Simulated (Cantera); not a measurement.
Input: 1 mol SiH4, 0.34 mol O2, 0.64 mol H2, at 0.770 bar.

Cantera equilibrium calculation (NASA polynomials, part measured and part estimated; ideal gas, pure solids and liquids). Candidate condensed phases: H2O, Si, SiO2; 18 gas species. Each liquid is taken as pure. Mutual solubility and eutectic melting of coexisting phases are not modelled. The tables hold silica as quartz up to 1696 K and as liquid above; real silica turns to tridymite and cristobalite and melts near 1996 K. Gases not in the tables: Si2H6 and higher silanes. Equilibrium is a limit: real reactors are often held back by kinetics, nucleation or transport.

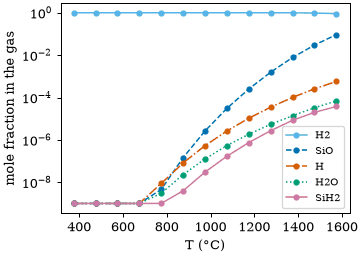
Fig. 1. Equilibrium gas composition (values under 1e-9 drawn at 1e-9)

From 375 °C to 475 °C the condensed part is Si(s) + SiO2(α-quartz). From 575 °C to 1375 °C the condensed part is Si(s) + SiO2(β-quartz). From 1475 °C to 1575 °C the condensed part is Si(l) + SiO2(condensed). The main Si-bearing gas is SiH4 at 375 °C and SiO at 1575 °C.
